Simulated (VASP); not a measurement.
Shape and ions are relaxed at each volume.

Energy against volume of NiSb (NiAs type). The numbers are results of revTPSS meta-GGA, VASP's PBE PAW potentials (set 64) (plane waves; VASP), not measurements.

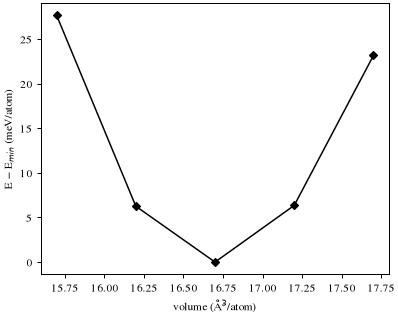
*Energy against volume*

Task: Estimate the equilibrium volume and the bulk modulus.

Result: The minimum lies near 16.7 Å³/atom, and the curvature gives B0 of about 130 GPa.

The compound is NiSb in the NiAs type structure. It was relaxed first. The run is not spin-polarised, so no magnetic state was tried.
